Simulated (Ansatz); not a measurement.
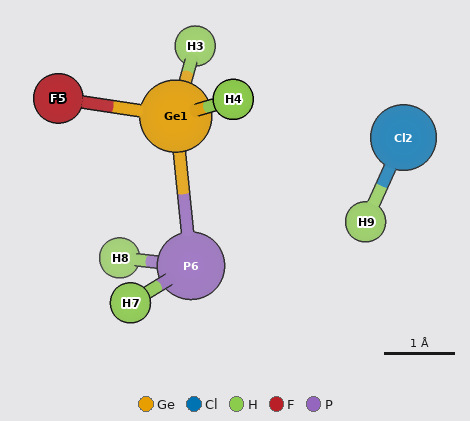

Figure 1. The input geometry (ball-and-stick view, seen at a tilt; atoms are numbered from 1 in the order of the input). Sticks mark near contacts.

Geometry relaxation, with input and output: GePH₅ClF

- system: GePH₅ClF
- method: RKS revPBE-D4/def2-SVP (Ansatz 0.2.0)

It belongs to a series of runs on one base structure; here: end point B relaxed. Figures and captions count atoms from 1; the log counts them from 0 in places.

Log:
```
The last accepted step is kept in [file] (removed where the run ends without a failure and the disk answers)
Engine: ansatz 0.2.0, x86_64-unknown-linux-gnu
Functional definition: revPBE
  parameter kappa = 1.245
  parameter beta = 0.06672455060314922
  exchange = pbe_x(kappa = kappa, mu = beta*pi^2/3)
  correlation = pbe_c(beta = beta)
1191 factors; their error is unknown
mean field evaluation 1: about -81100.9953 eV, gradient 4.0e1 eV
mean field evaluation 2: about -81088.9999 eV, gradient 9.6e1 eV
mean field evaluation 4: about -81103.4794 eV, gradient 4.2e0 eV
mean field evaluation 8: about -81103.4435 eV, gradient 8.5e-2 eV
mean field -81103.44350643 eV, -2980.4965749729 hartree, gradient 4.7e-5 eV, S^2 0.000000; 0 other end points of the search recorded, 0 dependent functions left out
the calculation of the forces begins
reference -81103.44354824 eV, -2980.4965765092 hartree; 39, 39 occupied and 68, 68 virtual orbitals, 1191 factors
relax step   1: F+E_penalty+E_count = -81103.97923999 eV  Δ(F+E_penalty+E_count) = +0.000e0 eV  max|allowed force component| = 8.270e-1 eV/Å  Δτ_max = 0.0000 Å  (25 SCF iters, accepted)
these checks for a lower state are left out or cut short: starts, cluster_reference, orbital_swaps, neighbouring_geometries, increment
1191 factors; their error is unknown
mean field evaluation 16: about -81103.3469 eV, gradient 7.6e0 eV
mean field -81103.47806712 eV, -2980.4978450546 hartree, gradient 1.3e-5 eV, S^2 0.000000; 0 other end points of the search recorded, 0 dependent functions left out
the calculation of the forces begins
reference -81103.47810892 eV, -2980.4978465909 hartree; 39, 39 occupied and 68, 68 virtual orbitals, 1191 factors
relax step   2: F+E_penalty+E_count = -81103.99361585 eV  Δ(F+E_penalty+E_count) = -1.438e-2 eV  max|allowed force component| = 1.047e0 eV/Å  Δτ_max = 0.1932 Å  (28 SCF iters, accepted)
these checks for a lower state are left out or cut short: starts, cluster_reference, orbital_swaps, neighbouring_geometries, increment
1191 factors; their error is unknown
mean field -81103.46838905 eV, -2980.4974893921 hartree, gradient 5.2e-5 eV, S^2 0.000000; 0 other end points of the search recorded, 0 dependent functions left out
the calculation of the forces begins
reference -81103.46843047 eV, -2980.4974909146 hartree; 39, 39 occupied and 68, 68 virtual orbitals, 1191 factors
relax step   3: F+E_penalty+E_count = -81104.00595421 eV  Δ(F+E_penalty+E_count) = -1.234e-2 eV  max|allowed force component| = 5.920e-1 eV/Å  Δτ_max = 0.1517 Å  (25 SCF iters, accepted)
these checks for a lower state are left out or cut short: starts, cluster_reference, orbital_swaps, neighbouring_geometries, increment
1191 factors; their error is unknown
mean field evaluation 32: about -81103.4888 eV, gradient 4.8e-5 eV
mean field -81103.48875491 eV, -2980.4982378236 hartree, gradient 4.8e-5 eV, S^2 0.000000; 0 other end points of the search recorded, 0 dependent functions left out
the calculation of the forces begins
reference -81103.48879678 eV, -2980.4982393624 hartree; 39, 39 occupied and 68, 68 virtual orbitals, 1191 factors
relax step   4: F+E_penalty+E_count = -81104.01362525 eV  Δ(F+E_penalty+E_count) = -7.671e-3 eV  max|allowed force component| = 3.565e-1 eV/Å  Δτ_max = 0.0942 Å  (24 SCF iters, accepted)
these checks for a lower state are left out or cut short: starts, cluster_reference, orbital_swaps, neighbouring_geometries, increment
1191 factors; their error is unknown
mean field -81103.49743961 eV, -2980.4985569807 hartree, gradient 3.3e-5 eV, S^2 0.000000; 0 other end points of the search recorded, 0 dependent functions left out
the calculation of the forces begins
reference -81103.49748145 eV, -2980.4985585184 hartree; 39, 39 occupied and 68, 68 virtual orbitals, 1191 factors
relax step   5: F+E_penalty+E_count = -81104.02036031 eV  Δ(F+E_penalty+E_count) = -6.735e-3 eV  max|allowed force component| = 2.510e-1 eV/Å  Δτ_max = 0.0249 Å  (25 SCF iters, accepted)
these checks for a lower state are left out or cut short: starts, cluster_reference, orbital_swaps, neighbouring_geometries, increment
1191 factors; their error is unknown
mean field -81103.49473816 eV, -2980.4984577043 hartree, gradient 3.3e-5 eV, S^2 0.000000; 0 other end points of the search recorded, 0 dependent functions left out
the calculation of the forces begins
reference -81103.49478024 eV, -2980.4984592505 hartree; 39, 39 occupied and 68, 68 virtual orbitals, 1191 factors
relax step   6: F+E_penalty+E_count = -81104.01708012 eV  Δ(F+E_penalty+E_count) = +3.280e-3 eV  max|allowed force component| = 3.397e-1 eV/Å  Δτ_max = 0.0331 Å  (25 SCF iters, rejected (line search))
these checks for a lower state are left out or cut short: starts, cluster_reference, orbital_swaps, neighbouring_geometries, increment
1191 factors; their error is unknown
mean field -81103.50064261 eV, -2980.4986746889 hartree, gradient 3.1e-5 eV, S^2 0.000000; 0 other end points of the search recorded, 0 dependent functions left out
the calculation of the forces begins
reference -81103.50068450 eV, -2980.4986762281 hartree; 39, 39 occupied and 68, 68 virtual orbitals, 1191 factors
relax step   7: F+E_penalty+E_count = -81104.02282026 eV  Δ(F+E_penalty+E_count) = -2.460e-3 eV  max|allowed force component| = 1.060e-1 eV/Å  Δτ_max = 0.0161 Å  (25 SCF iters, accepted)
these checks for a lower state are left out or cut short: starts, cluster_reference, orbital_swaps, neighbouring_geometries, increment
1191 factors; their error is unknown
mean field -81103.50553163 eV, -2980.4988543569 hartree, gradient 4.0e-5 eV, S^2 0.000000; 0 other end points of the search recorded, 0 dependent functions left out
the calculation of the forces begins
reference -81103.50557361 eV, -2980.4988558995 hartree; 39, 39 occupied and 68, 68 virtual orbitals, 1191 factors
relax step   8: F+E_penalty+E_count = -81104.02508122 eV  Δ(F+E_penalty+E_count) = -2.261e-3 eV  max|allowed force component| = 2.920e-2 eV/Å  Δτ_max = 0.0683 Å  (23 SCF iters, accepted)
1191 factors; their error is unknown
mean field evaluation 64: about -81103.5055 eV, gradient 1.1e-2 eV
```

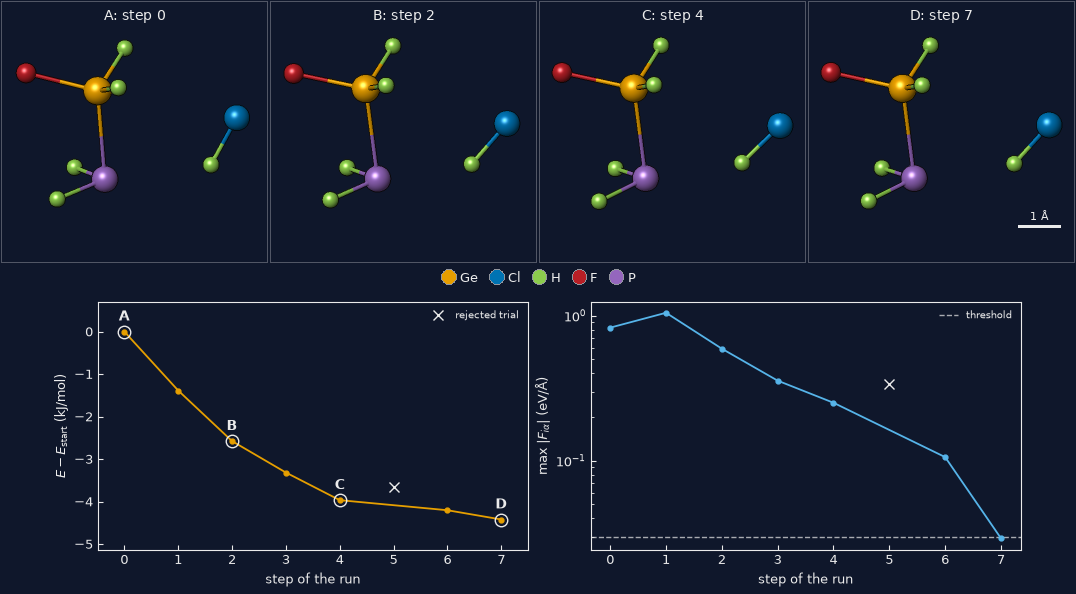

Figure 2. Frames of the relaxation (ball-and-stick view, seen at a tilt) above the curves, on which the letters mark them (the first geometry is step 0 here and step 1 in the log).

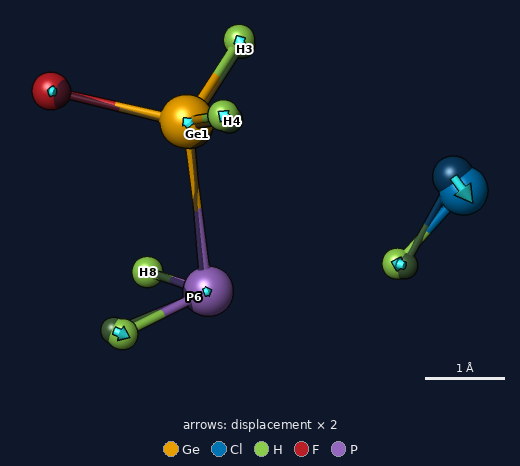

Figure 3. Start (faint) and end (solid) with the displacements as teal arrows, magnified 2 times (ball-and-stick view, seen at a tilt). The two geometries are laid on each other by the best rigid fit. The largest move after the best rigid fit is that of Cl2, 0.22 Å. By element the largest moves are Cl 0.22 Å, H 0.12 Å, Ge 0.08 Å, F 0.06 Å, P 0.06 Å. Among the contacts that change: Ge1–P6 2.291 → 2.344 Å, Cl2–H9 1.340 → 1.311 Å. After 7 geometry steps the energy has fallen by 4.42 kJ/mol. Largest force component: 0.83 eV/Å at the start, 0.029 eV/Å at the end. The line search rejected the trial step at point 5 (counted from 0) and went back. (Atoms are counted from 1 in the order of the input.)

```
mean field -81103.50553163 eV, -2980.4988543569 hartree, gradient 4.0e-5 eV, S^2 0.000000; 1 other end points of the search recorded, 0 dependent functions left out
the calculation of the forces begins
reference -81103.50557361 eV, -2980.4988558995 hartree; 39, 39 occupied and 68, 68 virtual orbitals, 1191 factors
Total energy: -81104.02512320 eV, -2980.5179489947 hartree
Atom 0 at    -0.490859    -0.229346    -0.236349 Å, force     0.029197     0.007872    -0.023654 eV/Å
Atom 1 at     0.202560     1.328121     2.987742 Å, force     0.001264     0.001647    -0.000712 eV/Å
Atom 2 at     0.762208    -0.946524     0.324692 Å, force    -0.003506     0.001221     0.004556 eV/Å
Atom 3 at    -0.267778     1.268346    -0.564754 Å, force    -0.004716    -0.002151     0.007120 eV/Å
Atom 4 at    -0.871069    -1.020724    -1.779155 Å, force    -0.001777    -0.002885     0.004477 eV/Å
Atom 5 at    -2.314869    -0.493222     1.212474 Å, force    -0.016216    -0.004200     0.017439 eV/Å
Atom 6 at    -3.297246    -0.202802     0.203845 Å, force    -0.002571    -0.003060    -0.000079 eV/Å
Atom 7 at    -2.384245    -1.918668     1.039036 Å, force    -0.006568    -0.000277    -0.007462 eV/Å
Atom 8 at    -0.987400     0.796619     2.846269 Å, force     0.004893     0.001832    -0.001684 eV/Å
Dipole moment:    -0.213052    -0.044065     0.136079 e Å
```

Trajectory as extended XYZ (Å, eV, eV/Å), 8 frames, from step=1 to step=8:
```
9
Properties=species:S:1:pos:R:3:forces:R:3 step=1 energy=-81103.97924
Ge   -0.5230   -0.2135   -0.1698    0.4941   0.0446  -0.4578
Cl    0.3072    1.2623    2.8052   -0.8270  -0.2076   0.1533
H     0.7169   -0.9493    0.3941   -0.0026   0.0000   0.0006
H    -0.2868    1.2875   -0.4700   -0.0033  -0.0031  -0.0007
F    -0.8629   -0.9675   -1.7447    0.0023  -0.0011   0.0063
P    -2.3577   -0.5053    1.1716   -0.4680  -0.0476   0.4175
H    -3.2990   -0.2771    0.1091   -0.0051  -0.0060   0.0044
H    -2.3698   -1.9361    1.0301   -0.0109   0.0025  -0.0113
H    -0.9736    0.8808    2.9082    0.8206   0.2184  -0.1123
9
Properties=species:S:1:pos:R:3:forces:R:3 step=2 energy=-81103.99362
Ge   -0.5126   -0.2225   -0.2077    0.0706  -0.0297  -0.1597
Cl    0.2975    1.3380    2.9828   -1.0471  -0.4300  -0.1640
H     0.7246   -0.9591    0.3606    0.0095   0.0053   0.0089
H    -0.2811    1.2792   -0.5065    0.0062   0.0046   0.0005
F    -0.8705   -0.9855   -1.7741    0.0137   0.0307   0.0699
P    -2.3656   -0.5009    1.1894   -0.0165   0.0006   0.0715
H    -3.3105   -0.2730    0.1299   -0.0132   0.0270   0.0208
H    -2.3819   -1.9312    1.0419   -0.0004   0.0014   0.0186
H    -0.9486    0.8368    2.8175    0.9772   0.3902   0.1335
9
Properties=species:S:1:pos:R:3:forces:R:3 step=3 energy=-81104.00595
Ge   -0.4845   -0.2126   -0.2148    0.0290   0.0051  -0.0174
Cl    0.1941    1.2599    2.9040   -0.5302  -0.1873  -0.0111
H     0.7543   -0.9526    0.3457    0.0080  -0.0057  -0.0291
H    -0.2531    1.2868   -0.5254    0.0070  -0.0106  -0.0320
F    -0.8886   -0.9917   -1.7617    0.0151   0.0379   0.0834
P    -2.3123   -0.4590    1.2377   -0.0384  -0.0868  -0.1563
H    -3.2738   -0.2234    0.1947   -0.0496   0.0057   0.0448
H    -2.3413   -1.8899    1.0985   -0.0330  -0.0002   0.0353
H    -1.0435    0.7644    2.7551    0.5920   0.2419   0.0826
9
Properties=species:S:1:pos:R:3:forces:R:3 step=4 energy=-81104.01363
Ge   -0.4646   -0.2134   -0.2370   -0.1297  -0.0930  -0.1215
Cl    0.1794    1.2953    2.9900   -0.3451  -0.1507  -0.0667
H     0.7787   -0.9547    0.3119   -0.0051   0.0096   0.0161
H    -0.2306    1.2823   -0.5632   -0.0004  -0.0041   0.0116
F    -0.8876   -1.0014   -1.7732    0.0647   0.0369   0.0252
P    -2.2992   -0.4673    1.2053   -0.1154  -0.0303   0.0779
H    -3.3247   -0.2273    0.2222    0.1156   0.0206   0.0013
H    -2.3762   -1.9012    1.1068    0.0588   0.0492  -0.0234
H    -1.0241    0.7696    2.7711    0.3565   0.1619   0.0794
9
Properties=species:S:1:pos:R:3:forces:R:3 step=5 energy=-81104.02036
Ge   -0.4848   -0.2208   -0.2348    0.0077  -0.0405  -0.1209
Cl    0.1897    1.3086    3.0025   -0.2474  -0.1172  -0.0615
H     0.7574   -0.9582    0.3218    0.0026   0.0055   0.0135
H    -0.2496    1.2764   -0.5528   -0.0007   0.0024   0.0063
F    -0.8744   -0.9991   -1.7849    0.0128   0.0285   0.0630
P    -2.3105   -0.4695    1.2123   -0.0846  -0.0464   0.0003
H    -3.3095   -0.2268    0.2045    0.0462   0.0061   0.0263
H    -2.3673   -1.9025    1.0974    0.0123   0.0315  -0.0068
H    -0.9997    0.7736    2.7678    0.2510   0.1300   0.0797
9
Properties=species:S:1:pos:R:3:forces:R:3 step=6 energy=-81104.01708 accepted=F
Ge   -0.4854   -0.2263   -0.2369   -0.0106   0.0291   0.0763
Cl    0.1875    1.3240    2.9763   -0.1038  -0.0492  -0.0163
H     0.7566   -0.9570    0.3283    0.0095  -0.0034   0.0065
H    -0.2543    1.2730   -0.5482   -0.0066   0.0018   0.0025
F    -0.8643   -1.0010   -1.7840   -0.0159  -0.0427  -0.0830
P    -2.3173   -0.4940    1.2072    0.3143   0.2659   0.3397
H    -3.2999   -0.2027    0.2251   -0.2452   0.0153  -0.2649
H    -2.3752   -1.9095    1.0743   -0.0499  -0.2735  -0.0855
H    -0.9963    0.7752    2.7917    0.1082   0.0568   0.0248
9
Properties=species:S:1:pos:R:3:forces:R:3 step=7 energy=-81104.02282
Ge   -0.4879   -0.2235   -0.2369    0.0218  -0.0160  -0.0593
Cl    0.1913    1.3089    3.0017   -0.0993  -0.0467  -0.0287
H     0.7547   -0.9579    0.3232    0.0045   0.0035   0.0072
H    -0.2536    1.2746   -0.5525   -0.0015   0.0023   0.0022
F    -0.8730   -1.0009   -1.7865    0.0014   0.0095   0.0268
P    -2.3128   -0.4754    1.2115   -0.0089   0.0160   0.0521
H    -3.3041   -0.2228    0.2042   -0.0179   0.0008  -0.0254
H    -2.3665   -1.9049    1.0893   -0.0060  -0.0276  -0.0197
H    -0.9968    0.7837    2.7799    0.1060   0.0583   0.0449
9
Properties=species:S:1:pos:R:3:forces:R:3 step=8 energy=-81104.02508
Ge   -0.4909   -0.2293   -0.2363    0.0292   0.0079  -0.0237
Cl    0.2026    1.3281    2.9877    0.0013   0.0016  -0.0007
H     0.7622   -0.9465    0.3247   -0.0035   0.0012   0.0046
H    -0.2678    1.2683   -0.5648   -0.0047  -0.0022   0.0071
F    -0.8711   -1.0207   -1.7792   -0.0018  -0.0029   0.0045
P    -2.3149   -0.4932    1.2125   -0.0162  -0.0042   0.0174
H    -3.2972   -0.2028    0.2038   -0.0026  -0.0031  -0.0001
H    -2.3842   -1.9187    1.0390   -0.0066  -0.0003  -0.0075
H    -0.9874    0.7966    2.8463    0.0049   0.0018  -0.0017
```

The run was set up as follows.

Input:
```yaml
crystal:
  periodic: [false, false, false]
  atoms:
    - { symbol: Ge, position_ang: [-0.522989, -0.213505, -0.169778] }
    - { symbol: Cl, position_ang: [0.307163, 1.262348, 2.805209] }
    - { symbol: H, position_ang: [0.71691, -0.949279, 0.394097] }
    - { symbol: H, position_ang: [-0.28677, 1.287461, -0.469999] }
    - { symbol: F, position_ang: [-0.862855, -0.967542, -1.744732] }
    - { symbol: P, position_ang: [-2.357722, -0.505262, 1.17164] }
    - { symbol: H, position_ang: [-3.298989, -0.277092, 0.109056] }
    - { symbol: H, position_ang: [-2.369806, -1.936112, 1.030126] }
    - { symbol: H, position_ang: [-0.973642, 0.880783, 2.908181] }
basis:
  gaussian: { orbitals: def2-SVP }
hamiltonian:
  xc: revpbe
  dispersion: d4
relax:
  f_tol: 0.03
  max_steps: 50
```

Launched with:
```bash
ansatz run input.yaml --threads 2 --pin off --max-ram 3072MiB --backend cpu --events-out ev --progress --plain --runs-dir out
```

Summary:

| quantity | value |
| --- | --- |
| outcome | converged |
| total energy | −81104.0251 eV |
| mean-field energy | −81103.5056 eV |
| largest force (length of the vector) at the end | 0.038 eV/Å |
| hardware | 2 threads of Intel Xeon (Sapphire Rapids), 32 GiB of memory available, shared host |
| wall time | 13 s (CPU time 24 s) |
| peak memory | 0.17 GiB |
